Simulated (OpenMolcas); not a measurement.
## Run report: Nd³⁺, multiconfigurational calculation (part 2 of 2)

Continued. System: Nd³⁺. Method: state-averaged RASSCF, active space 3 electrons in the shells 4f 5d; RAS3 5d with at most 1 electron, basis ANO-RCC-VDZP, DKH2 scalar Hamiltonian, spin-orbit coupling by RASSI with atomic mean-field integrals (OpenMolcas).

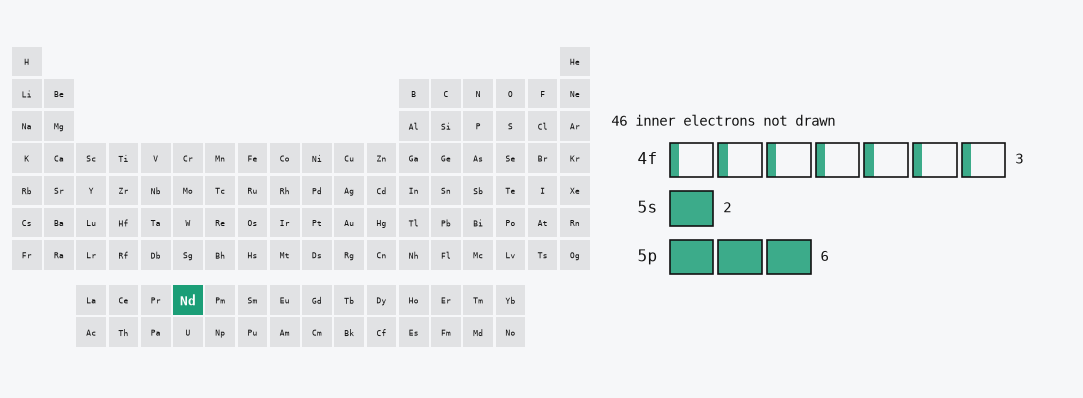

Left, the place of neodymium in the periodic table; right, the outer shells of the leading configuration of the lowest level: a box for each of the 2l + 1 orbitals, shaded by the share of the shell that is filled, with the electron count at the right.

## Log (extracts), continued
```
--- RASSCF ---
Wave function specifications:
      -----------------------------

      Number of closed shell electrons          54
      Number of electrons in active shells       3
      Max number of holes in RAS1 space          0
      Max nr of electrons in RAS3 space          1
      Number of inactive orbitals               27
      Number of active orbitals                 12
      Number of secondary orbitals              29
      Spin quantum number                      1.5
      State symmetry                             1
Orbital specifications:
      -----------------------

      Symmetry species                           1   2
                                                ag  au
      Frozen orbitals                            0   0
      Inactive orbitals                         15  12
      Active orbitals                            5   7
      RAS1 orbitals                              0   0
      RAS2 orbitals                              0   7
      RAS3 orbitals                              5   0
      Secondary orbitals                        16  13
      Deleted orbitals                           0   0
      Number of basis functions                 36  32
      Number of CSFs                           105
      Number of root(s) required               105
      Iter CI   SX   CI       RASSCF       Energy    max ROT     max BLB   max BLB  Level Ln srch  Step   QN
          iter iter root      energy       change     param      element    value   shift minimum  type update
 Nr of preliminary CI iterations:   1
      Total energies have been shifted. Add                -9000.00 au
        1   1    6    0  -614.27262555    0.00E+00   1.49E-01*  10  23 2 -1.70E-01*  0.00   0.00    SX    NO
        2   1    5    0  -614.33872171   -6.61E-02*  5.74E-02   12  26 1  6.01E-02*  0.00   0.00    SX    NO
        3   1    5    0  -614.34533013   -6.61E-03* -3.09E-02   12  19 1  2.30E-02*  0.00   0.00    SX    NO
        4   1    5    0  -614.34735101   -2.02E-03*  1.54E-02   12  26 1  1.24E-02*  0.00   0.00    SX    NO
        5   1    5    0  -614.34783540   -4.84E-04*  5.15E-03   12  26 1 -6.15E-03*  0.00   0.65    QN   YES
        6   1    4    0  -614.34802319   -1.88E-04* -2.57E-04   12  19 1  2.48E-04   0.00   1.04    QN   YES
        7   1    3    0  -614.34802354   -3.51E-07* -6.13E-06   15  21 1 -3.62E-06   0.00   1.00    QN   YES
        8   1    2    0  -614.34802354   -6.18E-11  -2.12E-07   15  21 1 -6.66E-07   0.00   1.06    QN   YES
      Convergence after  8 iterations
        9   1    2    0  -614.34802354    7.28E-12  -2.12E-07   15  21 1 -3.04E-08   0.00   1.06    QN   YES
      Natural orbitals and occupation numbers for root  1
      sym 1:   0.330387   0.139312   0.000733   0.377717   0.151852
      sym 2:   0.496845   0.361291   0.495918   0.163742   0.350062   0.127193   0.004949
      Natural orbitals and occupation numbers for root  2
      sym 1:   0.136892   0.160373   0.002494   0.386144   0.314098
      sym 2:   0.492105   0.346469   0.495929   0.175879   0.009453   0.119296   0.360868
      Natural orbitals and occupation numbers for root  3
      sym 1:   0.153587   0.208439   0.369428   0.057943   0.210603
      sym 2:   0.419723   0.234722   0.418068   0.207087   0.315444   0.149524   0.255431
::    RASSCF root number  1 Total energy:  -9614.39209536
::    RASSCF root number  2 Total energy:  -9614.39209536
::    RASSCF root number  3 Total energy:  -9614.39209536
::    RASSCF root number  4 Total energy:  -9614.39209536
::    RASSCF root number  5 Total energy:  -9614.39209536
::    RASSCF root number  6 Total energy:  -9614.39209536
::    RASSCF root number  7 Total energy:  -9614.39209536
::    RASSCF root number  8 Total energy:  -9614.39209536
::    RASSCF root number  9 Total energy:  -9614.39209536
::    RASSCF root number 10 Total energy:  -9614.39209536
::    RASSCF root number 11 Total energy:  -9614.39209536
::    RASSCF root number 12 Total energy:  -9614.39209536
::    RASSCF root number 13 Total energy:  -9614.39209536
::    RASSCF root number 14 Total energy:  -9614.38736414
::    RASSCF root number 15 Total energy:  -9614.38736414
::    RASSCF root number 16 Total energy:  -9614.38736414
::    RASSCF root number 17 Total energy:  -9614.38736414
::    RASSCF root number 18 Total energy:  -9614.38736414
::    RASSCF root number 19 Total energy:  -9614.38736414
::    RASSCF root number 20 Total energy:  -9614.38736414
::    RASSCF root number 21 Total energy:  -9614.38736414
::    RASSCF root number 22 Total energy:  -9614.38736414
::    RASSCF root number 23 Total energy:  -9614.38736414
::    RASSCF root number 24 Total energy:  -9614.38736414
::    RASSCF root number 25 Total energy:  -9614.38736414
::    RASSCF root number 26 Total energy:  -9614.38736414
::    RASSCF root number 27 Total energy:  -9614.38736414
::    RASSCF root number 28 Total energy:  -9614.38736414
::    RASSCF root number 29 Total energy:  -9614.38365072
::    RASSCF root number 30 Total energy:  -9614.38365072
--- RASSCF ---
Wave function specifications:
      -----------------------------

      Number of closed shell electrons          54
      Number of electrons in active shells       3
      Max number of holes in RAS1 space          0
      Max nr of electrons in RAS3 space          1
      Number of inactive orbitals               27
      Number of active orbitals                 12
      Number of secondary orbitals              29
      Spin quantum number                      0.5
      State symmetry                             1
Orbital specifications:
      -----------------------

      Symmetry species                           1   2
                                                ag  au
      Frozen orbitals                            0   0
      Inactive orbitals                         15  12
      Active orbitals                            5   7
      RAS1 orbitals                              0   0
      RAS2 orbitals                              0   7
      RAS3 orbitals                              5   0
      Secondary orbitals                        16  13
      Deleted orbitals                           0   0
      Number of basis functions                 36  32
      Number of CSFs                           245
      Number of root(s) required               142
      Iter CI   SX   CI       RASSCF       Energy    max ROT     max BLB   max BLB  Level Ln srch  Step   QN
          iter iter root      energy       change     param      element    value   shift minimum  type update
 Nr of preliminary CI iterations:   1
        1   1    0    0 -9614.33852259    0.00E+00   0.00E+00   19  32 2  2.15E-03*  0.00   0.00    SX    NO
      Natural orbitals and occupation numbers for root  1
      sym 1:   0.445770   0.193497   0.105464   0.132158   0.123112
      sym 2:   0.018268   0.313926   0.309882   0.418427   0.193906   0.335557   0.410033
      Natural orbitals and occupation numbers for root  2
      sym 1:   0.107044   0.232018   0.089979   0.395068   0.175890
      sym 2:   0.066740   0.554296   0.138313   0.329480   0.249066   0.178251   0.483854
      Natural orbitals and occupation numbers for root  3
      sym 1:   0.141132   0.077308   0.246757   0.118977   0.415827
      sym 2:   0.138413   0.451753   0.378536   0.324263   0.407534   0.026857   0.272643
::    RASSCF root number  1 Total energy:  -9614.40100429
::    RASSCF root number  2 Total energy:  -9614.40100429
::    RASSCF root number  3 Total energy:  -9614.40100429
::    RASSCF root number  4 Total energy:  -9614.40100429
::    RASSCF root number  5 Total energy:  -9614.40100429
::    RASSCF root number  6 Total energy:  -9614.40100429
::    RASSCF root number  7 Total energy:  -9614.40100429
::    RASSCF root number  8 Total energy:  -9614.40100429
::    RASSCF root number  9 Total energy:  -9614.40100429
::    RASSCF root number 10 Total energy:  -9614.40100429
::    RASSCF root number 11 Total energy:  -9614.40100429
::    RASSCF root number 12 Total energy:  -9614.38136020
::    RASSCF root number 13 Total energy:  -9614.38136020
::    RASSCF root number 14 Total energy:  -9614.38136020
::    RASSCF root number 15 Total energy:  -9614.38136020
::    RASSCF root number 16 Total energy:  -9614.38136020
::    RASSCF root number 17 Total energy:  -9614.38136020
::    RASSCF root number 18 Total energy:  -9614.38136020
::    RASSCF root number 19 Total energy:  -9614.38136020
::    RASSCF root number 20 Total energy:  -9614.38136020
::    RASSCF root number 21 Total energy:  -9614.38136020
::    RASSCF root number 22 Total energy:  -9614.38136020
::    RASSCF root number 23 Total energy:  -9614.38136020
::    RASSCF root number 24 Total energy:  -9614.38136020
::    RASSCF root number 25 Total energy:  -9614.36394994
::    RASSCF root number 26 Total energy:  -9614.36394994
::    RASSCF root number 27 Total energy:  -9614.36394994
::    RASSCF root number 28 Total energy:  -9614.36394994
::    RASSCF root number 29 Total energy:  -9614.36394994
::    RASSCF root number 30 Total energy:  -9614.36394994
--- RASSI ---
SPIN-FREE ENERGIES:
  (Shifted by EMIN (a.u.) =      -9614.7345451489)

 SF State       Relative EMIN(au)   Rel lowest level(eV)    D:o, cm**(-1)      L_eff

     1             0.0000000000        0.0000000000              0.0000         6.0
     2             0.0000000000        0.0000000000              0.0000         6.0
     3             0.0000000000        0.0000000000              0.0000         6.0
     4             0.0000000000        0.0000000000              0.0000         6.0
     5             0.0000000000        0.0000000000              0.0000         6.0
     6             0.0000000000        0.0000000000              0.0000         6.0
     7             0.0000000000        0.0000000000              0.0000         6.0
     8             0.0000000000        0.0000000000              0.0000         6.0
     9             0.0000000000        0.0000000000              0.0000         6.0
    10             0.0000000000        0.0000000000              0.0000         6.0
    11             0.0000000000        0.0000000000              0.0000         6.0
    12             0.0000000000        0.0000000000              0.0000         6.0
    13             0.0000000000        0.0000000000              0.0000         6.0
    36             0.0662424093        1.8025477848          14538.5284         5.0
    37             0.0662424093        1.8025477848          14538.5284         5.0
    38             0.0662424093        1.8025477848          14538.5284         5.0
    39             0.0662424093        1.8025477848          14538.5284         5.0
    40             0.0662424093        1.8025477848          14538.5284         5.0
    41             0.0662424093        1.8025477848          14538.5284         5.0
    42             0.0662424093        1.8025477848          14538.5284         5.0
    43             0.0662424093        1.8025477848          14538.5284         5.0
    44             0.0662424093        1.8025477848          14538.5284         5.0
    45             0.0662424093        1.8025477848          14538.5284         5.0
    46             0.0662424093        1.8025477848          14538.5284         5.0
    14             0.0666623221        1.8139741938          14630.6886         3.0
    15             0.0666623221        1.8139741938          14630.6886         3.0
    16             0.0666623221        1.8139741938          14630.6886         3.0
    17             0.0666623221        1.8139741938          14630.6886         2.6
    18             0.0666623221        1.8139741938          14630.6886         2.5
    19             0.0666623221        1.8139741938          14630.6886         2.0
    20             0.0666623221        1.8139741938          14630.6886         3.0
    21             0.0666623221        1.8139741938          14630.6886         3.0
    47             0.0877191587        2.3869599091          19252.1300         4.0
    48             0.0877191587        2.3869599091          19252.1300         4.0
    49             0.0877191587        2.3869599091          19252.1300         4.0
    50             0.0877191587        2.3869599091          19252.1300         4.0
    51             0.0877191587        2.3869599091          19252.1300         4.0
    52             0.0877191587        2.3869599091          19252.1300         4.0
    53             0.0877191587        2.3869599091          19252.1300         4.0
    54             0.0877191587        2.3869599091          19252.1300         4.0
Eigenvalues of complex Hamiltonian:
   -----------------------------------
  (Shifted by EMIN (a.u.) =      -9614.7345451489)

 SO State       Relative EMIN(au)   Rel lowest level(eV)    D:o, cm**(-1)     J-value

     1            -0.0169857978        0.0000000000              0.0000         3.9
     2            -0.0169857978        0.0000000000              0.0000         2.5
     3            -0.0169857978        0.0000000000              0.0000         4.1
     4            -0.0169857978        0.0000000000              0.0000         4.2
     5            -0.0169857978        0.0000000000              0.0000         2.4
     6            -0.0169857978        0.0000000000              0.0000         3.4
     7            -0.0169857978        0.0000000000              0.0000         3.9
     8            -0.0169857978        0.0000000000              0.0000         3.8
     9            -0.0169857978        0.0000000000              0.0000         3.8
    10            -0.0169857978        0.0000000000              0.0000         3.4
    11            -0.0079269492        0.2465038285           1988.1875         4.2
    12            -0.0079269492        0.2465038285           1988.1875         3.5
    13            -0.0079269492        0.2465038285           1988.1875         4.5
    14            -0.0079269492        0.2465038285           1988.1875         4.4
    15            -0.0079269492        0.2465038285           1988.1875         4.5
    16            -0.0079269492        0.2465038285           1988.1875         3.8
    17            -0.0079269492        0.2465038285           1988.1875         4.6
    18            -0.0079269492        0.2465038285           1988.1875         4.1
    19            -0.0079269492        0.2465038285           1988.1875         4.9
    20            -0.0079269492        0.2465038285           1988.1875         5.1
    21            -0.0079269492        0.2465038285           1988.1875         4.1
    22            -0.0079269492        0.2465038285           1988.1875         5.0
    23             0.0018962037        0.5138054360           4144.1203         5.2
    24             0.0018962037        0.5138054360           4144.1203         4.8
    25             0.0018962037        0.5138054360           4144.1203         4.4
    26             0.0018962037        0.5138054360           4144.1203         4.9
    27             0.0018962037        0.5138054360           4144.1203         5.2
    28             0.0018962037        0.5138054360           4144.1203         4.0
    29             0.0018962037        0.5138054360           4144.1203         5.4
    30             0.0018962037        0.5138054360           4144.1203         5.2
    31             0.0018962037        0.5138054360           4144.1203         6.0
    32             0.0018962037        0.5138054360           4144.1203         5.3
    33             0.0018962037        0.5138054360           4144.1203         6.0
    34             0.0018962037        0.5138054360           4144.1203         5.7
    35             0.0018962037        0.5138054360           4144.1203         5.6
    36             0.0018962037        0.5138054360           4144.1203         5.1
    37             0.0122629764        0.7958996925           6419.3639         4.7
    38             0.0122629764        0.7958996925           6419.3639         6.4
    39             0.0122629764        0.7958996925           6419.3639         4.8
    40             0.0122629764        0.7958996925           6419.3639         6.1
    41             0.0122629764        0.7958996925           6419.3639         5.9
Weights of the five most important spin-orbit-free states for each spin-orbit state.

 SO State  Total energy (au)           Spin-free states, spin, and weights
 -------------------------------------------------------------------------------------------------------
    1        -0.016986      11 1.5  0.1917   13 1.5  0.1333    6 1.5  0.1325   10 1.5  0.1120    5 1.5  0.1034
    2        -0.016986      10 1.5  0.2666   13 1.5  0.2121   11 1.5  0.1704    9 1.5  0.1099   12 1.5  0.0786
    3        -0.016986       2 1.5  0.3049    1 1.5  0.2823    4 1.5  0.0890    3 1.5  0.0779    7 1.5  0.0648
    4        -0.016986       2 1.5  0.3439    1 1.5  0.3221    3 1.5  0.0942    4 1.5  0.0681    7 1.5  0.0542
    5        -0.016986      13 1.5  0.1500   10 1.5  0.1298    5 1.5  0.1157    8 1.5  0.0979   12 1.5  0.0958
    6        -0.016986       3 1.5  0.1475    7 1.5  0.1440    9 1.5  0.1328    6 1.5  0.1258    4 1.5  0.1206
    7        -0.016986       5 1.5  0.1988    6 1.5  0.1432   11 1.5  0.1247    7 1.5  0.0945   13 1.5  0.0883
    8        -0.016986       8 1.5  0.1941   12 1.5  0.1634    3 1.5  0.1275    7 1.5  0.1119    4 1.5  0.0892
    9        -0.016986       9 1.5  0.1405   12 1.5  0.1125    8 1.5  0.1124    4 1.5  0.0951   10 1.5  0.0929
   10        -0.016986       4 1.5  0.2121    3 1.5  0.1287    8 1.5  0.1153    7 1.5  0.1029   12 1.5  0.1025
   11        -0.007927      13 1.5  0.2333    6 1.5  0.1248   12 1.5  0.1221   11 1.5  0.0851   10 1.5  0.0784
   12        -0.007927      12 1.5  0.1324    8 1.5  0.1116   13 1.5  0.1115    3 1.5  0.0924    6 1.5  0.0876
```

## Summary

- outcome: converged
- lowest level: 4f³ ⁴I°₉/₂
- first excited level: 4f³ ⁴I°₁₁/₂, 1,988 cm⁻¹ (measured: 1,897)
- energy of the lowest spin-free term: −9614.73455 hartree
- energy of the lowest spin-orbit level: −9614.75153 hartree
- largest spread among components of a term: 0.0 cm⁻¹
- hardware: 1 CPU thread, shared host
- wall time: 2.7 min

## Notes

Against measured levels the run misses widely: 4f3 4F* J = 3/2 comes out at 15,889 cm⁻¹ where 11,698 cm⁻¹ is measured. Without dynamic correlation the gaps between configurations can be off by an electronvolt or more. Limits: without dynamic correlation f to d energies can be off by 10,000 cm⁻¹ or more; small basis contracted for the neutral atom, rough for a high charge; only configurations of the active space are included; levels of higher terms that fall inside the range are not drawn.
